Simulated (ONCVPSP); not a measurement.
# Pseudopotential generation, with input and output: Ge

System: germanium (Ge, Z = 32), core [Ar], reference valence 3d10 4s2 (an ion of charge +2), valence charge 14.
Method: ONCV potential, PBE, fully relativistic, made with ONCVPSP 4.0.1.

Summary:

- outcome: generated, with a ghost state
- cutoffs needed: 678 Ha and 1038 Ha (the cutoffs at which the residual kinetic energy of the hardest occupied pseudo-wave falls to 1 and 0.1 mHa per electron)
- ghost test: GHOST(-) flagged for s at -152.3 eV, p3/2 at -63.3 eV, p1/2 at -73.5 eV; no localised positive-energy state flagged (flags above 300 eV left out)
- largest excitation error: -65 meV (all-electron minus pseudo) for 3d10 4s2 4p2, out of 4 test configurations
- range over which the phases arctan(r R′/R) at the test radius agree within 0.05 rad (a looser test near the poles than one of phase shifts): s: over the whole range computed; p3/2: from about -1.4 Ha upwards; p1/2: between about -2.0 and 4.2 Ha; d5/2: over the whole range computed; d3/2: over the whole range computed; f7/2: not judged, local potential alone; f5/2: not judged, local potential alone
- hardware: 1 CPU thread, shared host
- wall time: 7.5 s

Remarks:

The potential has a bound ghost state, so it can't be used as it stands. Warnings of the program, in the generation or the tests: wellstate: negative energy specified for n= 4 l= 2.

Input file:
```
# ATOM AND REFERENCE CONFIGURATION
# atsym  z   nc   nv     iexc    psfile
  Ge 32.00    5    2        4      upf
#
#   n    l    f
    1    0    2.00
    2    0    2.00
    2    1    6.00
    3    0    2.00
    3    1    6.00
    3    2   10.00
    4    0    2.00
#
# PSEUDOPOTENTIAL AND OPTIMIZATION
# lmax
    2
#
#   l,   rc,      ep,       ncon, nbas, qcut
    0    1.50    0.00    5    9    5.30
    1    1.25    0.27    3    8    6.60
    2    0.60    0.00    5   10   18.60
#
# LOCAL POTENTIAL
# lloc, lpopt,  rc(5),   dvloc0
    4    3    0.55    5.50
#
# VANDERBILT-KLEINMAN-BYLANDER PROJECTORs
# l, nproj, debl
    0    2    2.90
    1    1    1.00
    2    2    0.90
#
# MODEL CORE CHARGE
# icmod, fcfact, rcfact
    0    0.00    0.00
#
# LOG DERIVATIVE ANALYSIS
# epsh1, epsh2, depsh
   -3.00    5.00    0.02
#
# OUTPUT GRID
# rlmax, drl
    6.00    0.01
#
# TEST CONFIGURATIONS
# ncnf
    4
# nvcnf
#   n    l    f
    3
    3    2   10.00
    4    0    2.00
    4    1    2.00
#
    3
    3    2   10.00
    4    0    2.00
    4    1    1.00
#
    2
    3    2   10.00
    4    0    1.00
#
    3
    3    2   10.00
    4    0    2.00
    4    1    1.50
#
```

Launched with:
```bash
oncvpspr.x < Ge.dat > Ge.out
```

Log (extracts):
```
ONCVPSP  (Optimized Norm-Conservinng Vanderbilt PSeudopotential)
relativistic version 4.0.1

#   n    l    f        energy (Ha)
    1    0    2.00    -4.0343891D+02
    2    0    2.00    -5.1126720D+01
    2    1    6.00    -4.4385984D+01    -4.5557432D+01
    3    0    2.00    -6.9230817D+00
    3    1    6.00    -4.9296980D+00    -5.0868548D+00
    3    2   10.00    -1.7989129D+00    -1.8205070D+00
    4    0    2.00    -1.0747840D+00

Reference configufation results
  iterations    22
  all-electron total energy (Ha)   -2.09809143D+03

Begin loop to  construct optimized pseudo wave functions
and semi-local pseudopoentials for all angular momenta

   Wellstate for l =  0  n =  6 kap= -1
     eigenvalue =   1.8252
     asymptotic potential =   2.3252
     half-point radius =  3.0760

Calculating optimized projector #   1

 for l=   0

    Fraction of norm inside rc  0.267977
    Optimizing pswf for qcut=   5.30 a_B^-1,  ecut=  14.03 Ha
    Residual kinetic energy error=  1.49D-03 Ha

    Energy error per electron        Cutoff
         Ha          eV             Ha
         0.01000     0.27211        6.08
         0.00100     0.02721       27.43
         0.00010     0.00272       93.46
         0.00001     0.00027      107.15

Calculating optimized projector #   2

 for l=   0

    Fraction of norm inside rc  0.067148
    Optimizing pswf for qcut=   5.30 a_B^-1,  ecut=  14.03 Ha
    Residual kinetic energy error=  1.07D-03 Ha

    Energy error per electron        Cutoff
         Ha          eV             Ha
         0.01000     0.27211        9.96
         0.00100     0.02721       14.20
         0.00010     0.00272       38.60
         0.00001     0.00027      124.75

   Wellstate for l =  1  n =  5 kap= -2
     eigenvalue =   0.2700
     asymptotic potential =   0.7700
     half-point radius =  3.3093

Calculating optimized projector #   1

 for l=   1

    Fraction of norm inside rc  0.045642
    Optimizing pswf for qcut=   6.61 a_B^-1,  ecut=  21.82 Ha
    Residual kinetic energy error=  1.07D-03 Ha

    Energy error per electron        Cutoff
         Ha          eV             Ha
         0.01000     0.27211        3.92
         0.00100     0.02721       22.72
         0.00010     0.00272      145.80

   Wellstate for l =  1  n =  4 kap=  1
     eigenvalue =   0.2700

Calculating optimized projector #   1

 for l=   1

    Fraction of norm inside rc  0.100037
    Optimizing pswf for qcut=   6.61 a_B^-1,  ecut=  21.82 Ha
    Residual kinetic energy error=  3.63D-03 Ha

    Energy error per electron        Cutoff
         Ha          eV             Ha
         0.01000     0.27211       16.18
         0.00100     0.02721       96.78
         0.00010     0.00272      201.25

WARNING wellstate: negative energy specified for n= 4 l=  2
WARNING scattering state with energy  0.25000000
WARNING will be used for the first projector

   Wellstate for l =  2  n =  4 kap= -3
     eigenvalue =   0.2500
     asymptotic potential =   0.7500
     half-point radius =  1.9273

Calculating optimized projector #   1

 for l=   2

    Fraction of norm inside rc  0.438130
    Optimizing pswf for qcut=  18.59 a_B^-1,  ecut= 172.85 Ha
    Residual kinetic energy error=  7.59D-03 Ha

    Energy error per electron        Cutoff
         Ha          eV             Ha
         0.01000     0.27211      167.86
         0.00100     0.02721      665.70
         0.00010     0.00272     1033.09
         0.00001     0.00027     1128.01

Calculating optimized projector #   2

 for l=   2

    Fraction of norm inside rc  0.035006
    Optimizing pswf for qcut=  18.59 a_B^-1,  ecut= 172.85 Ha
    Residual kinetic energy error=  7.87D-04 Ha

    Energy error per electron        Cutoff
         Ha          eV             Ha
         0.01000     0.27211      129.88
         0.00100     0.02721      169.29
         0.00010     0.00272      301.99
         0.00001     0.00027     1154.18

   Wellstate for l =  2  n =  4 kap=  2
     eigenvalue =  -0.9205

Calculating optimized projector #   1

 for l=   2

    Fraction of norm inside rc  0.443001
    Optimizing pswf for qcut=  18.59 a_B^-1,  ecut= 172.85 Ha
    Residual kinetic energy error=  7.88D-03 Ha

    Energy error per electron        Cutoff
         Ha          eV             Ha
         0.01000     0.27211      168.49
         0.00100     0.02721      677.96
         0.00010     0.00272     1037.59
         0.00001     0.00027     1129.62

Calculating optimized projector #   2

 for l=   2

    Fraction of norm inside rc  0.034952
    Optimizing pswf for qcut=  18.59 a_B^-1,  ecut= 172.85 Ha
    Residual kinetic energy error=  8.11D-04 Ha

    Energy error per electron        Cutoff
         Ha          eV             Ha
         0.01000     0.27211      130.38
         0.00100     0.02721      169.71
         0.00010     0.00272      305.15
         0.00001     0.00027     1157.27

Construct Vanderbilt / Kleinmman-Bylander projectors

B matrix Hermiticity error, ll=  0  kap= -1
   1   2   -1.6309D-04

  Orthonormal projector coefficients  2.0021E+01  7.2692E+00

B matrix Hermiticity error, ll=  2  kap= -3
   1   2    2.8388D-04

  Orthonormal projector coefficients -1.5237E+02 -2.2139E+01

B matrix Hermiticity error, ll=  2  kap=  2
   1   2    2.8867D-04

  Orthonormal projector coefficients -1.4996E+02 -2.2295E+01

 Orthonormal scalar projector coefficients, l =  1
  6.6759E+00  1.7978E-02

 Orthonormal spin-orbit projector coefficients, l =  1
  6.2220E-01 -3.8580E-01

 Orthonormal scalar projector coefficients, l =  2
 -1.5141E+02 -2.2202E+01 -7.8145E-04 -1.3681E-06

 Orthonormal spin-orbit projector coefficients, l =  2
 -1.0641E+00  1.1924E-01  4.0303E-02 -3.1235E-04

Pseudoatom total energy  -92.305810

Diagnostic tests using Vanderbilt-Kleinman-Bylander pseudopotentials
  relativistic with J = L +/- 1/2 projectors

   l  kap   rcore       rmatch      e in        delta e    norm test   slope test

   0  -1   1.5022667   1.5478788  -1.0747840  -0.0000015   1.0000560   1.0000295
run_diag_r: lschvkbbe ERROR   2   0  -1  60  1.82521603E+00  1.59269443E+00
   0  -1   1.5022667   1.5478788   1.8252160  -0.2325216   0.1020433   0.1339459

   1  -2   1.2554737   1.2935926   0.2700000  -0.0018519   0.9998780   0.9998780
   1   1   1.2554737   1.2935926  -0.6293800  -0.0023011   0.9998593   0.9998593

   2  -3   0.6015282   0.6197919  -1.7989129  -0.0001845   1.0002268   1.0004140
   2   2   0.6015282   0.6197919  -1.8205070   0.0005554   1.0002943   0.9997803
   2  -3   0.6015282   0.6197919   0.2500000  -0.0000615   1.0006062   1.0006062
   2   2   0.6015282   0.6197919   0.2479868   0.0000492   1.0006207   1.0006207

Diagnostic tests using Vanderbilt-Kleinman-Bylander pseudopotentials
  relativistic with scalar and spin-orbit non-local projectors

   l  kap   rcore       rmatch      e in        delta e    norm test   slope test

   0  -1   1.5022667   1.5478788  -1.0747840  -0.0000015   1.0000560   1.0000295
run_diag_r: lschvkbbe ERROR   2   0  -1  60  1.82521603E+00  1.59269443E+00
   0  -1   1.5022667   1.5478788   1.8252160  -0.2325216   0.1020433   0.1339459

   1  -2   1.2554737   1.2935926   0.2700000  -0.0018519   0.9998780   0.9998780
   1   1   1.2554737   1.2935926  -0.6293800  -0.0023011   0.9998593   0.9998593

   2  -3   0.6015282   0.6197919  -1.7989129  -0.0001188   1.0002328   1.0005153
   2   2   0.6015282   0.6197919  -1.8205070   0.0005714   1.0002964   0.9998047
   2  -3   0.6015282   0.6197919   0.2500000   0.0000870   1.0006050   1.0006050
   2   2   0.6015282   0.6197919   0.2479868   0.0000778   1.0006223   1.0006223

Ghost test for J = L + 1/2

 Testing for bound ghosts
   n   l    E NL Schr. Eq   E Basis Diag.   E Cutoff

       0                       -5.598136    153.49  WARNING - GHOST(-)
   1   0       -1.074785       -1.066573    153.49

       1                       -2.327555    138.56  WARNING - GHOST(-)
   2   1       -0.722071       -0.625936    138.56

   3   2       -1.799097       -1.702664   1529.32

 Testing for highly-localized positive-energy ghosts
       l    <radius>/rc     E Basis Diag.   E Cutoff

       0        0.934187       17.565453    153.49  WARNING - GHOST(+)

Ghost test for J = L - 1/2

 Testing for bound ghosts
   n   l    E NL Schr. Eq   E Basis Diag.   E Cutoff

       0                       -5.598136    153.49  WARNING - GHOST(-)
   1   0       -1.074785       -1.066573    153.49

       1                       -2.700873    138.56  WARNING - GHOST(-)
   2   1       -0.735548       -0.644305    138.56

   3   2       -1.819952       -1.726055   1529.32

 Testing for highly-localized positive-energy ghosts
       l    <radius>/rc     E Basis Diag.   E Cutoff

       0        0.934187       17.565453    153.49  WARNING - GHOST(+)

Test configuration 0

   n   l kap    f        eae           eps        diff
   1   0  -1  2.0000 -403.43890911
   2   0  -1  2.0000  -51.12672019
   2   1  -2  4.0000  -44.38598360
   2   1   1  2.0000  -45.55743236
   3   0  -1  2.0000   -6.92308166
   3   1  -2  4.0000   -4.92969802
   3   1   1  2.0000   -5.08685482
   3   2  -3  6.0000   -1.79891285   -1.79909736   -1.85E-04
   3   2   2  4.0000   -1.82050702   -1.81995158    5.55E-04
   4   0  -1  2.0000   -1.07478397   -1.07478548   -1.51E-06

    Total energies and differences
      AE_ref= -2.09809143E+03  AE_tst= -2.09809143E+03  dif=  0.00E+00
      PS_ref= -9.23058100E+01  PS_tst= -9.23058100E+01  dif= -2.98E-13
      PSP excitation error=  2.98E-13

Test configuration 1

   n   l kap    f        eae           eps        diff
   1   0  -1  2.0000 -402.69500252
   2   0  -1  2.0000  -50.39184599
   2   1  -2  4.0000  -43.65005038
   2   1   1  2.0000  -44.82135545
   3   0  -1  2.0000   -6.18984873
   3   1  -2  4.0000   -4.19647487
   3   1   1  2.0000   -4.35362269
   3   2  -3  6.0000   -1.06824963   -1.06742303    8.27E-04
   3   2   2  4.0000   -1.08974208   -1.08818419    1.56E-03
   4   0  -1  2.0000   -0.43103540   -0.43149822   -4.63E-04
   4   1  -2  1.3333   -0.14091851   -0.13934841    1.57E-03
   4   1   1  0.6667   -0.14778072   -0.14831779   -5.37E-04

    Total energies and differences
      AE_ref= -2.09809143E+03  AE_tst= -2.09893258E+03  dif= -8.41E-01
      PS_ref= -9.23058100E+01  PS_tst= -9.31445828E+01  dif= -8.39E-01
      PSP excitation error= -2.38E-03

Test configuration 2

   n   l kap    f        eae           eps        diff
   1   0  -1  2.0000 -403.02989821
   2   0  -1  2.0000  -50.72401824
   2   1  -2  4.0000  -43.98255626
   2   1   1  2.0000  -45.15390566
   3   0  -1  2.0000   -6.52154486
   3   1  -2  4.0000   -4.52820192
   3   1   1  2.0000   -4.68534547
   3   2  -3  6.0000   -1.39927099   -1.39898754    2.83E-04
   3   2   2  4.0000   -1.42079367   -1.41978049    1.01E-03
   4   0  -1  2.0000   -0.72969703   -0.72985010   -1.53E-04
   4   1  -2  0.6667   -0.41020880   -0.40820016    2.01E-03
   4   1   1  0.3333   -0.41916275   -0.41946144   -2.99E-04

    Total energies and differences
      AE_ref= -2.09809143E+03  AE_tst= -2.09865893E+03  dif= -5.67E-01
      PS_ref= -9.23058100E+01  PS_tst= -9.28720304E+01  dif= -5.66E-01
      PSP excitation error= -1.28E-03

Test configuration 3

   n   l kap    f        eae           eps        diff
   1   0  -1  2.0000 -403.96842999
   2   0  -1  2.0000  -51.64325114
   2   1  -2  4.0000  -44.90355644
   2   1   1  2.0000  -46.07517394
   3   0  -1  2.0000   -7.43962006
   3   1  -2  4.0000   -5.44570828
   3   1   1  2.0000   -5.60294639
   3   2  -3  6.0000   -2.30964673   -2.30410291    5.54E-03
   3   2   2  4.0000   -2.33141579   -2.32507005    6.35E-03
   4   0  -1  1.0000   -1.48653420   -1.48427799    2.26E-03

    Total energies and differences
      AE_ref= -2.09809143E+03  AE_tst= -2.09681287E+03  dif=  1.28E+00
      PS_ref= -9.23058100E+01  PS_tst= -9.10281110E+01  dif=  1.28E+00
      PSP excitation error=  8.65E-04

Test configuration 4

   n   l kap    f        eae           eps        diff
   1   0  -1  2.0000 -402.85182302
   2   0  -1  2.0000  -50.54770061
   2   1  -2  4.0000  -43.80602784
   2   1   1  2.0000  -44.97734895
   3   0  -1  2.0000   -6.34553731
   3   1  -2  4.0000   -4.35218331
   3   1   1  2.0000   -4.50932781
   3   2  -3  6.0000   -1.22372541   -1.22309460    6.31E-04
   3   2   2  4.0000   -1.24522843   -1.24386805    1.36E-03
   4   0  -1  2.0000   -0.57318548   -0.57343120   -2.46E-04
   4   1  -2  1.0000   -0.26876340   -0.26689431    1.87E-03
   4   1   1  0.5000   -0.27664845   -0.27702041   -3.72E-04

    Total energies and differences
      AE_ref= -2.09809143E+03  AE_tst= -2.09882957E+03  dif= -7.38E-01
      PS_ref= -9.23058100E+01  PS_tst= -9.30420776E+01  dif= -7.36E-01
      PSP excitation error= -1.87E-03
```

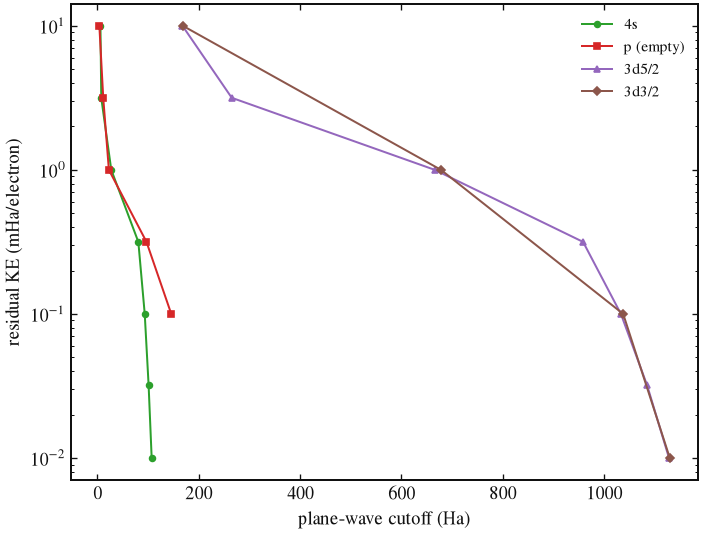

Figure 1. Residual kinetic energy of the pseudo-waves (the first of each channel, and further valence shells) beyond the plane-wave cutoff, as the generator prints it.

- Cutoffs for 1 mHa per electron: 3d3/2: 678 Ha; 3d5/2: 666 Ha; 4s: 27 Ha; p (empty): 23 Ha.
- Cutoffs for the occupied states: 678 Ha for 1 mHa and 1038 Ha for 0.1 mHa per electron. The first is set by 3d3/2. The potential isn't sound: its ghost test gives GHOST(-) flagged for s at -152.3 eV, p3/2 at -63.3 eV, p1/2 at -73.5 eV; no localised positive-energy state flagged (flags above 300 eV left out).

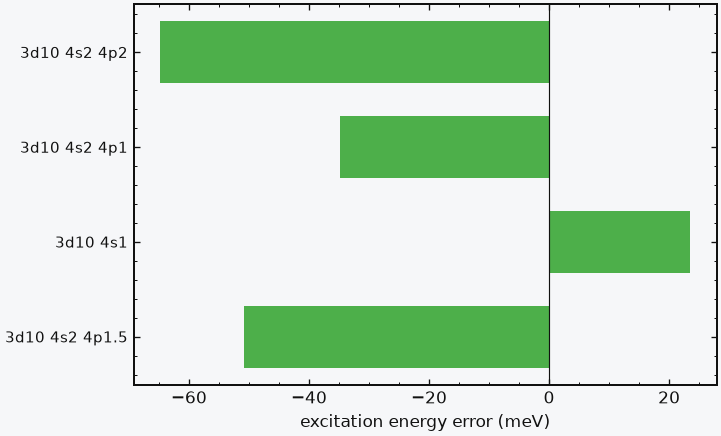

Figure 2. Errors, all-electron minus pseudo, of the energies of valence configurations relative to the unpolarised reference 3d10 4s2.

- Worst configuration: 3d10 4s2 4p2 (neutral): the error is -65 meV on an all-electron energy of -22.89 eV relative to the reference, or 0.28 %.
- Errors in meV: 3d10 4s2 4p2: -65; 3d10 4s2 4p1: -35; 3d10 4s1: +24; 3d10 4s2 4p1.5: -51.
- Configurations within 10 meV and within 50 meV: 0 and 2 of 4.

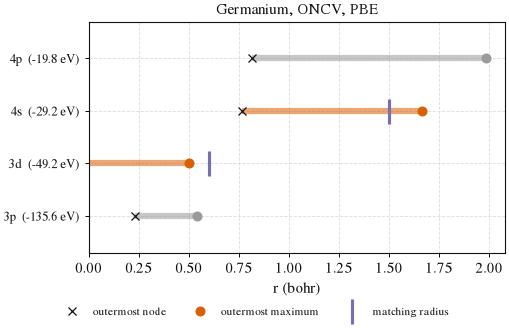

Figure 3. Outer shells of the all-electron reference atom: each bar runs from the outermost node (or the nucleus) to the outermost maximum of u(r); the tick is the radius chosen for the pseudo-wave. Shells without a tick have no pseudo-wave of their own. Levels, nodes and maxima are from ld1.x, scalar-relativistic.

- Radii against the shells: 3d: 0.60 bohr, outside the maximum; 4s: 1.50 bohr, between node and maximum.

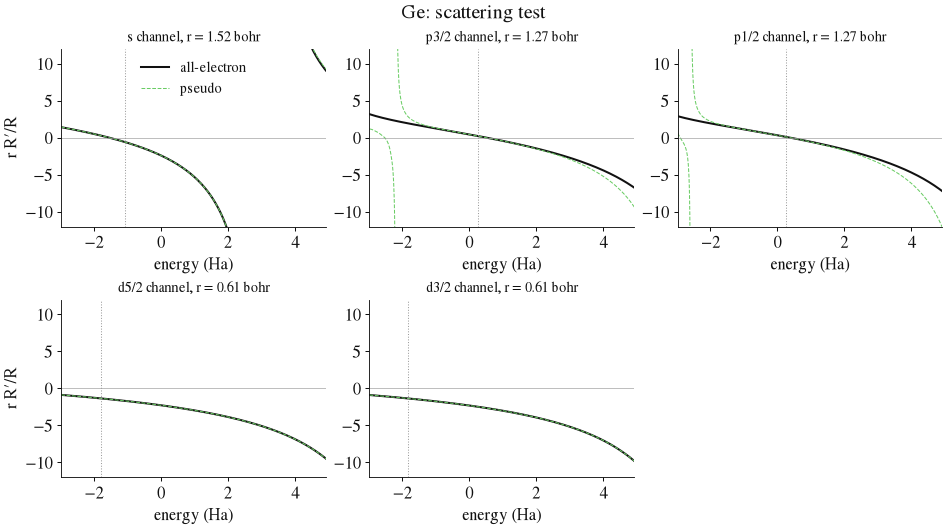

Figure 4. Logarithmic derivatives r R′/R at the test radius against energy, all-electron atom (solid) and pseudo-atom (dashed). Here R(r) is the radial function. The dotted line marks the reference energy of the channel. Not drawn: f7/2: not judged; f5/2: not judged.

- Zeros of the logarithmic derivative: s: all-electron -1.5 Ha, pseudo -1.5 Ha; p3/2: all-electron 0.5 Ha, pseudo -2.5 and 0.5 Ha; p1/2: all-electron 0.4 Ha, pseudo -2.9 and 0.4 Ha; d5/2: all-electron nowhere, pseudo nowhere; d3/2: all-electron nowhere, pseudo nowhere.
- Poles, where the radial function vanishes at the test radius: s: all-electron at 3.1 Ha, pseudo at 3.1 Ha; p3/2: all-electron at no energy in the range, pseudo at -2.2 Ha; p1/2: all-electron at no energy in the range, pseudo at -2.6 Ha; d5/2: all-electron at no energy in the range, pseudo at no energy in the range; d3/2: all-electron at no energy in the range, pseudo at no energy in the range.

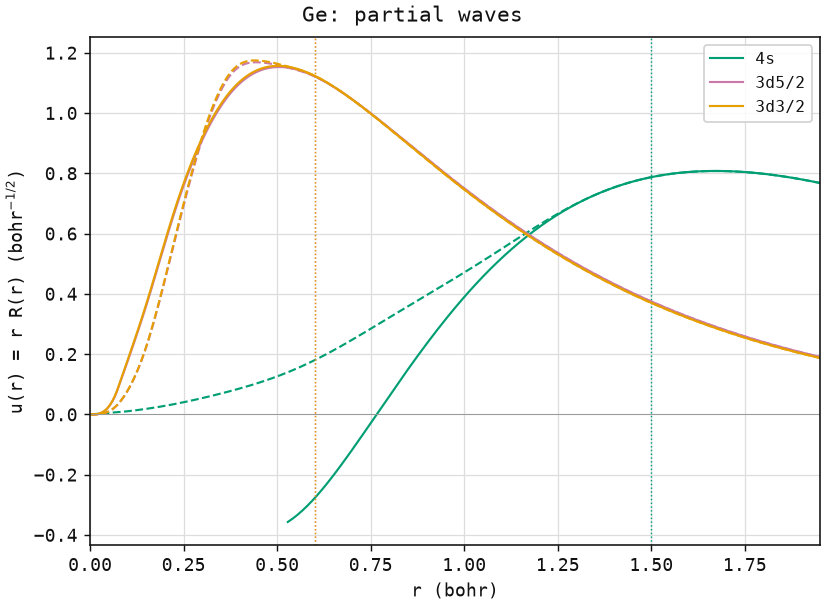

Figure 5. Pseudo-waves (dashed) against the all-electron radial functions (solid). Dotted lines mark the matching radii. The innermost oscillations of some all-electron curves aren't drawn. Pseudo-waves: 4s has no node; 3d5/2 has no node; 3d3/2 has no node.
